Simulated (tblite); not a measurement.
# Run report: B5H8Cl, saddle-point search

The run: saddle-point search of B5H8Cl (nido-B5H9 (Cl for H, site b on B)). Method and program: GFN2-xTB saddle search (eigenvector following) and harmonic vibrations, gas phase (tblite 0.8.0).

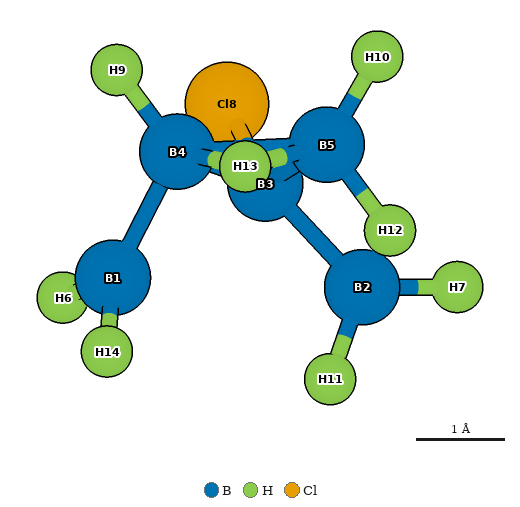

**Figure 1.** The structure as given in the input (ball-and-stick view, seen at a tilt; atoms are numbered from 1 in the order of the input). Bond lengths as drawn: B–B 1.64 to 1.88 Å, B–Cl 1.75 Å and B–H 1.17 to 1.38 Å.

### Key numbers

| quantity | value |
| --- | --- |
| outcome | converged |
| total energy | −400.9939 eV |
| point group | C1 |
| hardware | 1 CPU thread, shared host |
| wall time | 2 s |
| peak memory | 0.18 GiB |

### Input
```
{"job": {"xc": "GFN2-xTB", "basis": "xTB", "kind": "saddle"}, "charge": 0, "multiplicity": 1}
B     -1.548892     0.358199    -0.783423
B      0.404871     0.829181     1.347278
B     -0.206434    -0.572297     0.756618
B     -0.246329    -0.684004    -0.984074
B      1.313944    -0.310294    -0.320688
H     -2.563148     0.137799    -0.240643
H      1.076917     0.909389     2.307678
Cl    -0.926857    -1.952398     1.547057
H     -0.400786    -1.629608    -1.667874
H      2.211718    -1.067136    -0.314855
H     -0.057987     1.854218     0.980923
H      1.585951     0.758546     0.197492
H      0.863180    -0.011688    -1.468151
H     -1.506147     1.380094    -1.357339
```

The first line tells a small driver script what to run in tblite; the rest is the geometry in Å.

Command:
```bash
OMP_NUM_THREADS=1 python <driver script> task.json out
```

### The program's output
```
step      E/eV     max force
  0    -400.99790   0.0452
  1    -400.99405   0.0419
  2    -400.99407   0.0502
  3    -400.99384   0.0082
  4    -400.99391   0.0083
  5    -400.99392   0.0022
lowest wavenumbers (cm-1): -201.4 90.9 131.9 191.4 224.4 266.9
```

### Trajectory as extended XYZ (Å, eV, eV/Å), 6 frames, from step=0 to step=5
```
14
Properties=species:S:1:pos:R:3:forces:R:3 step=0 energy=-400.99790
B    -1.5489    0.3582   -0.7834    0.0040   0.0120  -0.0150
B     0.4049    0.8292    1.3473    0.0140  -0.0150   0.0150
B    -0.2064   -0.5723    0.7566   -0.0020  -0.0040  -0.0050
B    -0.2463   -0.6840   -0.9841   -0.0080  -0.0030  -0.0020
B     1.3139   -0.3103   -0.3207   -0.0060   0.0110   0.0100
H    -2.5631    0.1378   -0.2406    0.0010   0.0200  -0.0350
H     1.0769    0.9094    2.3077    0.0260   0.0090   0.0100
Cl   -0.9269   -1.9524    1.5471    0.0140   0.0000   0.0080
H    -0.4008   -1.6296   -1.6679    0.0020  -0.0220   0.0180
H     2.2117   -1.0671   -0.3149   -0.0130   0.0030  -0.0010
H    -0.0580    1.8542    0.9809   -0.0170  -0.0350   0.0230
H     1.5860    0.7585    0.1975    0.0150   0.0180  -0.0130
H     0.8632   -0.0117   -1.4682   -0.0120  -0.0010   0.0020
H    -1.5061    1.3801   -1.3573   -0.0170   0.0060  -0.0150
14
Properties=species:S:1:pos:R:3:forces:R:3 step=1 energy=-400.99405
B    -1.5141    0.3744   -0.7392   -0.0080   0.0060   0.0130
B     0.3497    0.8361    1.3424    0.0090  -0.0070  -0.0010
B    -0.2181   -0.5779    0.7387   -0.0010  -0.0060  -0.0120
B    -0.2340   -0.6977   -0.9931   -0.0150  -0.0010   0.0000
B     1.3207   -0.3181   -0.3280   -0.0050   0.0050   0.0110
H    -2.5239    0.1983   -0.1713    0.0170   0.0100  -0.0370
H     1.0118    0.9229    2.3091    0.0090   0.0010   0.0020
Cl   -0.8922   -1.9840    1.5358    0.0050   0.0130   0.0010
H    -0.4101   -1.6404   -1.6754    0.0030  -0.0040   0.0110
H     2.2213   -1.0712   -0.3228   -0.0060   0.0020   0.0000
H    -0.0960    1.8605    0.9568   -0.0050  -0.0190   0.0160
H     1.5868    0.7537    0.1771    0.0120   0.0110  -0.0060
H     0.8621   -0.0331   -1.4819   -0.0040   0.0020   0.0010
H    -1.4639    1.3766   -1.3481   -0.0100  -0.0120   0.0010
14
Properties=species:S:1:pos:R:3:forces:R:3 step=2 energy=-400.99407
B    -1.4935    0.3761   -0.6998    0.0220  -0.0040   0.0450
B     0.3215    0.8440    1.3275    0.0070   0.0220  -0.0120
B    -0.2342   -0.5739    0.7191   -0.0130  -0.0120  -0.0310
B    -0.2231   -0.7095   -1.0001    0.0020  -0.0070  -0.0100
B     1.3247   -0.3244   -0.3314   -0.0080   0.0020   0.0110
H    -2.5092    0.2126   -0.1423   -0.0160  -0.0010  -0.0080
H     0.9684    0.9210    2.3059   -0.0090  -0.0060  -0.0070
Cl   -0.8824   -1.9868    1.5366    0.0020   0.0110   0.0010
H    -0.4129   -1.6438   -1.6891    0.0020   0.0050   0.0050
H     2.2299   -1.0716   -0.3287   -0.0020   0.0010   0.0000
H    -0.1019    1.8756    0.9376    0.0110  -0.0080   0.0130
H     1.5869    0.7489    0.1710    0.0020   0.0010   0.0020
H     0.8621   -0.0403   -1.4882    0.0020   0.0040  -0.0010
H    -1.4365    1.3721   -1.3179   -0.0010  -0.0090  -0.0070
14
Properties=species:S:1:pos:R:3:forces:R:3 step=3 energy=-400.99384
B    -1.5022    0.3745   -0.7170    0.0010   0.0010   0.0030
B     0.3439    0.8362    1.3289    0.0020  -0.0040   0.0010
B    -0.2272   -0.5775    0.7251   -0.0030   0.0020   0.0030
B    -0.2300   -0.7081   -0.9969    0.0040   0.0010  -0.0010
B     1.3192   -0.3169   -0.3275    0.0000   0.0010  -0.0010
H    -2.5218    0.2055   -0.1677   -0.0020  -0.0020  -0.0010
H     0.9997    0.9135    2.3009    0.0050  -0.0020   0.0020
Cl   -0.8928   -1.9801    1.5410    0.0000  -0.0030   0.0000
H    -0.4120   -1.6469   -1.6816    0.0000   0.0000  -0.0010
H     2.2268   -1.0613   -0.3190   -0.0020   0.0020   0.0000
H    -0.1007    1.8643    0.9551    0.0000   0.0080  -0.0020
H     1.5784    0.7614    0.1710   -0.0030  -0.0040   0.0000
H     0.8597   -0.0395   -1.4853    0.0010   0.0000   0.0010
H    -1.4411    1.3750   -1.3270   -0.0020  -0.0010  -0.0050
14
Properties=species:S:1:pos:R:3:forces:R:3 step=4 energy=-400.99391
B    -1.5044    0.3719   -0.7173    0.0010   0.0040   0.0020
B     0.3434    0.8389    1.3305    0.0020   0.0080  -0.0010
B    -0.2306   -0.5731    0.7248   -0.0030  -0.0040  -0.0060
B    -0.2284   -0.7069   -0.9966    0.0020  -0.0030  -0.0020
B     1.3198   -0.3177   -0.3281   -0.0010  -0.0010   0.0020
H    -2.5236    0.2007   -0.1679   -0.0030   0.0000  -0.0010
H     0.9989    0.9083    2.3038   -0.0020   0.0000  -0.0010
Cl   -0.8927   -1.9778    1.5413    0.0010   0.0030   0.0000
H    -0.4107   -1.6448   -1.6826    0.0010   0.0000   0.0010
H     2.2263   -1.0632   -0.3217    0.0000  -0.0010   0.0000
H    -0.0907    1.8721    0.9573    0.0020  -0.0060   0.0030
H     1.5804    0.7578    0.1741    0.0010   0.0020   0.0010
H     0.8601   -0.0357   -1.4846    0.0000   0.0010   0.0000
H    -1.4479    1.3694   -1.3330   -0.0010  -0.0030   0.0030
14
Properties=species:S:1:pos:R:3:forces:R:3 step=5 energy=-400.99392
B    -1.5060    0.3712   -0.7191    0.0000  -0.0010   0.0010
B     0.3469    0.8383    1.3300    0.0000   0.0010   0.0000
B    -0.2302   -0.5730    0.7251    0.0000   0.0000   0.0000
B    -0.2289   -0.7067   -0.9965    0.0010   0.0000   0.0000
B     1.3192   -0.3171   -0.3275    0.0000   0.0000   0.0000
H    -2.5259    0.1980   -0.1718   -0.0010   0.0000   0.0000
H     1.0026    0.9075    2.3031    0.0000   0.0000  -0.0010
Cl   -0.8947   -1.9758    1.5422    0.0000   0.0000   0.0000
H    -0.4099   -1.6449   -1.6824    0.0000   0.0000   0.0000
H     2.2258   -1.0625   -0.3207    0.0000   0.0000   0.0000
H    -0.0894    1.8711    0.9586    0.0000   0.0000   0.0010
H     1.5797    0.7588    0.1750    0.0000   0.0000   0.0000
H     0.8600   -0.0349   -1.4840    0.0000   0.0000   0.0000
H    -1.4493    1.3702   -1.3321    0.0000   0.0010  -0.0020
```

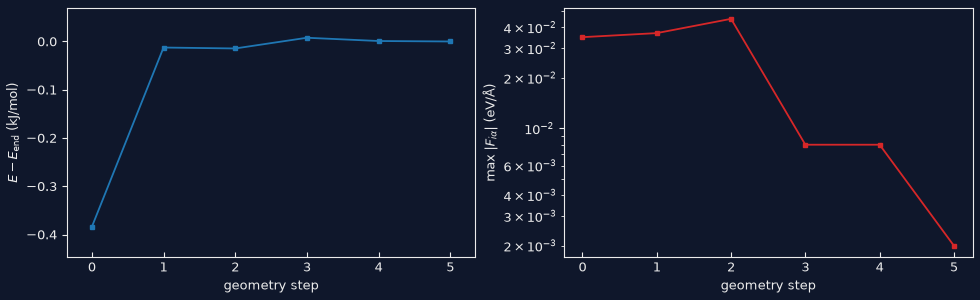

**Figure 2.** Progress of the saddle-point search, step by step (steps are counted from 0).

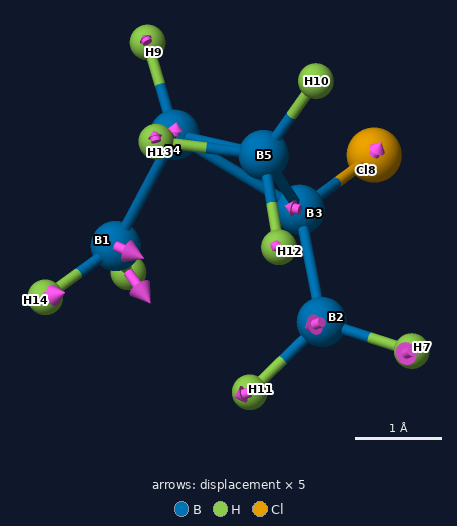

**Figure 3.** The starting structure with the displacements as pink arrows, magnified 5 times (ball-and-stick view, seen at a tilt). The two geometries are laid on each other by the best rigid fit. The atom that moves furthest after the best rigid fit is H6 (0.099 Å). By element the largest moves are H 0.099 Å, B 0.078 Å, Cl 0.040 Å. Among the contacts that change: B3–B4 1.745 → 1.727 Å, B4–H13 1.385 → 1.369 Å, B1–B4 1.680 → 1.694 Å, B3–B5 1.882 → 1.891 Å. Among the angles that change: B1–B4–B3 81.9° → 77.7°, B1–B4–B5 121.2° → 117.9°, B4–B1–H14 117.0° → 114.8°. The energy rises by 0.38 kJ/mol in 5 geometry steps. Largest force component: 0.035 eV/Å at the start, 0.002 eV/Å at the end. (Atoms are counted from 1 in the order of the input.)
